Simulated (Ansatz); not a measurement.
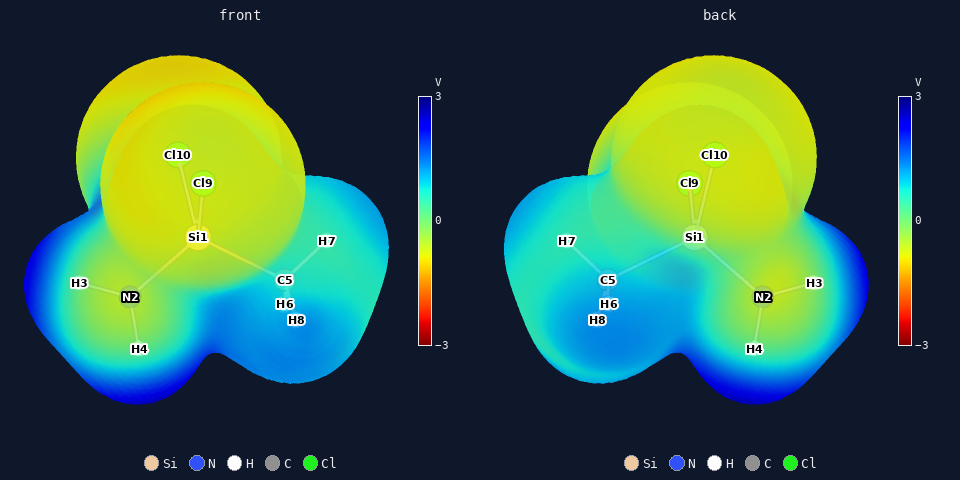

Figure. CH$_{5}$Cl$_{2}$NSi. The electrostatic potential painted on the density surface at 0.002 e/bohr³, seen from the front and from behind; the colour scale runs from red (negative) to blue (positive).

Theory: RKS PBE0-D4/6-31G in Ansatz.

Input file:

```
crystal:
  periodic: [false, false, false]
  atoms:
    - { symbol: Si, position_ang: [0.0, 0.0, 0.0] }
    - { symbol: "N", position_ang: [0.0, 0.0, 1.82] }
    - { symbol: H, position_ang: [-0.877, -0.2713, 2.35] }
    - { symbol: H, position_ang: [0.877, 0.2713, 2.35] }
    - { symbol: C, position_ang: [1.7634, 0.0, -0.6227] }
    - { symbol: H, position_ang: [2.1111, -1.0463, -0.7509] }
    - { symbol: H, position_ang: [1.8119, 0.5276, -1.5981] }
    - { symbol: H, position_ang: [2.4154, 0.5187, 0.1108] }
    - { symbol: Cl, position_ang: [-1.0032, 1.7381, -0.7093] }
    - { symbol: Cl, position_ang: [-1.0032, -1.7381, -0.7093] }
basis:
  gaussian: { orbitals: "6-31G" }
hamiltonian:
  xc: pbe0
  dispersion: d4
relax:
  f_tol: 0.02
  max_steps: 40
output:
  orbitals: {}
```

Launched as:

```sh
ansatz run input.yaml --threads 1 --pin off --max-ram 2048MiB --backend cpu --events-out ev --progress --plain --runs-dir out
```

The fields are those of the run's last geometry, not of the input's.

> Which sites attract a positive test charge, and which a negative one?

A positive charge is drawn to the negative regions and a negative charge to the positive ones. The most negative region (about −1.1 V) lies over Cl9 and Cl10, the most positive (about +2.6 V) over H4.
